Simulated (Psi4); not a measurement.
# Si2NH5F (SMILES F[SiH2]N[SiH2]): UCAM-B3LYP/6-31G(d) (spherical functions)

Aim: the vertical doublet–quartet gap of Si2NH5F at UCAM-B3LYP/6-31G* (spherical functions), from 2 runs. 

Program for the calculation: Psi4 1.11.

2 further runs of the same task are left out: 2 set aside as unsound or not needed. Runs told in other sessions of the task aren't counted.

**1. The structure to begin with**

Si2NH5F: 9 atoms, total charge 0, spin state doublet. SMILES: `F[SiH2]N[SiH2]`. The coordinates come from a PBE0-D4/def2-TZVP relaxation. This is one conformer, not always the lowest.

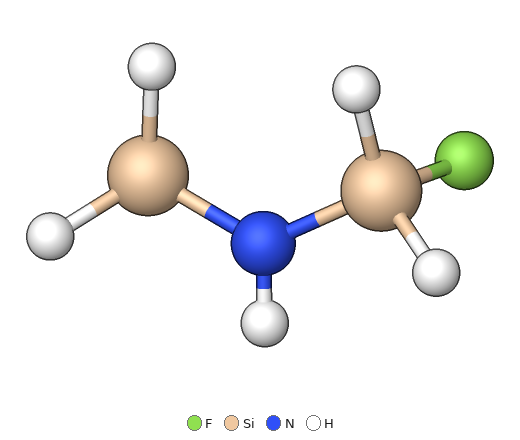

Viewed from a chosen angle; fluorine green, silicon light orange, nitrogen blue, hydrogen white.

**2. The energy at UCAM-B3LYP/6-31G(d) (spherical functions)**

File job.inp:

```
memory 2200 MB

molecule system {
  0 2
  F
  Si 1 R2
  N 2 R3 1 A3
  Si 3 R4 2 A4 1 D4
  H 2 R5 1 A5 3 D5
  H 2 R6 5 A6 1 D6
  H 3 R7 2 A7 6 D7
  H 4 R8 3 A8 7 D8
  H 4 R9 8 A9 3 D9

  R2 = 1.600246
  R3 = 1.711537
  A3 = 112.39074
  R4 = 1.735808
  A4 = 128.38013
  D4 = -87.09924
  R5 = 1.480254
  A5 = 106.10212
  D5 = 119.30613
  R6 = 1.477498
  A6 = 113.87365
  D6 = -117.24676
  R7 = 1.011643
  A7 = 115.67555
  D7 = -159.48388
  R8 = 1.48947
  A8 = 106.62122
  D8 = 169.1777
  R9 = 1.493549
  A9 = 110.97708
  D9 = 119.19123
  symmetry c1
  no_reorient
  no_com
}

set {
  basis 6-31G*
  reference uks
  puream true
  e_convergence 1e-09
  d_convergence 1e-08
  scf_type pk
  dft_radial_points 99
  dft_spherical_points 590
  maxiter 100
}

e_tot, wfn = energy('cam-b3lyp', return_wfn=True)
oeprop(wfn, 'DIPOLE', 'MULLIKEN_CHARGES', 'LOWDIN_CHARGES')
```

On the command line:

```
$ psi4 -i job.inp -o job.out -n 1
```

job.out:

```text
[...]
  Running in c1 symmetry.
[...]
  Nuclear repulsion =  217.045219290877668
[...]
  Multiplicity = 2
[...]
  Nalpha       = 25
  Nbeta        = 24
[...]
    Number of basis functions: 74
[...]
   @UKS iter   1:  -736.34158556283330   -5.02064e-01   9.62990e-03 ADIIS/DIIS
[...]
   @UKS iter  13:  -736.55309092577852   -2.50111e-12   4.78301e-09 DIIS
[...]
   @S^2 Observed:                7.515543128E-01
[...]
    Orbital Energies [Eh]
    ---------------------
    Alpha Occupied:
       1A    -66.239010     2A    -66.206499     3A    -24.746415
       4A    -14.399178     5A     -5.394310     6A     -5.368419
       7A     -3.754579     8A     -3.752761     9A     -3.751655
      10A     -3.729129    11A     -3.726243    12A     -3.724945
      13A     -1.249369    14A     -0.943892    15A     -0.638491
      16A     -0.618147    17A     -0.544223    18A     -0.513429
      19A     -0.505240    20A     -0.482638    21A     -0.436057
      22A     -0.417641    23A     -0.398385    24A     -0.383267
      25A     -0.252024
    Alpha Virtual:
[...]
  @UKS Final Energy:  -736.55309092577852
   => Energetics <=
    Nuclear Repulsion Energy =            217.0452192908776681
    One-Electron Energy =               -1451.4928142267006024
    Two-Electron Energy =                 543.8817473968591685
    DFT Exchange-Correlation Energy =     -45.9872433868146757
    Empirical Dispersion Energy =           0.0000000000000000
    VV10 Nonlocal Energy =                  0.0000000000000000
    Total Energy =                       -736.5530909257785197
  UHF NO Occupations:
  HONO-2 :   23  A 1.9998790
  HONO-1 :   24  A 1.9994112
[...]
 Multipole Moments:
 ------------------------------------------------------------------------------------
     Multipole            Electronic (a.u.)      Nuclear  (a.u.)        Total (a.u.)
 ------------------------------------------------------------------------------------
 L = 1.  Multiply by 2.5417464519 to convert [e a0] to [Debye]
 Dipole X            :          1.3109571           -0.9670872            0.3438699
 Dipole Y            :          1.1428319           -1.3478974           -0.2050655
 Dipole Z            :         -5.1924407            5.6944822            0.5020415
 Magnitude           :                                                    0.6421402
[...]
  Mulliken Charges: (a.u.)
   Center  Symbol    Alpha    Beta     Spin     Total
       1     F     4.69448  4.69441  0.00006 -0.38889
       2    SI     6.59126  6.58690  0.00436  0.82185
       3     N     3.95227  3.85746  0.09481 -0.80972
       4    SI     7.22369  6.40998  0.81371  0.36632
       5     H     0.55462  0.54975  0.00487 -0.10437
       6     H     0.55105  0.55138 -0.00033 -0.10243
       7     H     0.31948  0.32506 -0.00558  0.35546
       8     H     0.54885  0.51965  0.02920 -0.06851
       9     H     0.56431  0.50540  0.05891 -0.06972
   Total alpha = 25.00000, Total beta = 24.00000, Total charge = -0.00000
[...]
```

It took 40 s on 1 thread of Intel Xeon Platinum 8259CL at 2.50GHz (Skylake/Cascade Lake), shared host; peak memory 1.2 GiB.

**3. The quartet: energy and forces at UCAM-B3LYP/6-31G(d) (spherical functions)**

File job.in:

```
memory 2200 mb

molecule {
  0 4
  F     -1.778200     1.208900    -1.181800
  Si    -0.288000     1.123600    -0.604900
  N      0.241500    -0.491400    -0.403000
  Si     0.023600    -1.533600     0.967900
  H      0.576300     1.799100    -1.598800
  H     -0.302800     1.779800     0.718800
  H      0.600400    -0.942200    -1.234500
  H     -0.246300    -0.650000     2.136200
  H      1.261800    -2.340700     1.182700
  symmetry c1
  no_reorient
  no_com
}

set {
  basis 6-31G*
  reference uks
  puream true
  e_convergence 1e-09
  d_convergence 1e-08
  scf_type pk
  dft_radial_points 99
  dft_spherical_points 590
  maxiter 100
}

result = gradient('cam-b3lyp')
```

On the command line:

```
$ psi4 -n 1 job.in job.out
```

job.out (excerpt; [...] marks lines left out):

```text
[...]
  Running in c1 symmetry.
[...]
  Nuclear repulsion =  217.045251544568430
[...]
  Multiplicity = 4
[...]
  Nalpha       = 26
  Nbeta        = 23
[...]
    Number of basis functions: 74
[...]
   @UKS iter   1:  -735.92525825088353   -8.57354e-02   1.07683e-02 DIIS/ADIIS
[...]
   @UKS iter  20:  -736.28770986969175   -4.77485e-11   8.65694e-09 DIIS
[...]
   @S^2 Observed:                3.753924535E+00
[...]
  @UKS Final Energy:  -736.28770986969175
   => Energetics <=
    Nuclear Repulsion Energy =            217.0452515445684298
    One-Electron Energy =               -1449.5522257223947236
    Two-Electron Energy =                 542.1657440802338215
    DFT Exchange-Correlation Energy =     -45.9464797720991669
    Empirical Dispersion Energy =           0.0000000000000000
    VV10 Nonlocal Energy =                  0.0000000000000000
    Total Energy =                       -736.2877098696917528
  UHF NO Occupations:
  HONO-2 :   24  A 1.0000000
  HONO-1 :   25  A 1.0000000
[...]
 Multipole Moments:
[...]
  -Total Gradient:
     Atom            X                  Y                   Z
    ------   -----------------  -----------------  -----------------
       1        0.004884607152     0.006979828622     0.002249826176
       2        0.014988589067    -0.081066837760     0.004149782619
       3       -0.008606601163    -0.014570991571     0.029355279018
       4        0.011738185981     0.066414135692    -0.085243138974
       5       -0.001870651910     0.002557379969    -0.003249544669
       6       -0.003724657814     0.000728176456     0.002117179292
       7       -0.018644248332     0.024870830351     0.042489984612
       8        0.001757630958     0.000557910074     0.004442561341
       9       -0.000561376833    -0.006494010454     0.003657711240
[...]
```

Run time: 76 s. Hardware: 1 thread of Intel Xeon Platinum 8259CL at 2.50GHz (Skylake/Cascade Lake), shared host; peak memory 1.2 GiB.

**4. Results**

Level: UCAM-B3LYP/6-31G* (spherical functions).

```
                                        quantity          value
                           doublet: total energy  -736.55309 Eh
                          doublet: dipole moment         1.63 D
     doublet: HOMO energy (highest over α and β)       -6.86 eV
      doublet: LUMO energy (lowest over α and β)       -1.12 eV
                                   doublet: ⟨S²⟩          0.752
                           quartet: total energy  -736.28771 Eh
                          quartet: dipole moment         2.32 D
     quartet: HOMO energy (highest over α and β)       -2.75 eV
                                   quartet: ⟨S²⟩          3.754
               quartet: largest force on an atom     5.589 eV/Å
vertical energy of the quartet above the doublet       7.221 eV
```

At this shape the quartet lies 7.22 eV (697 kJ/mol) above the doublet. With no_com the log's rotational constants are taken about the origin, not the centre of mass, so they aren't the molecule's.
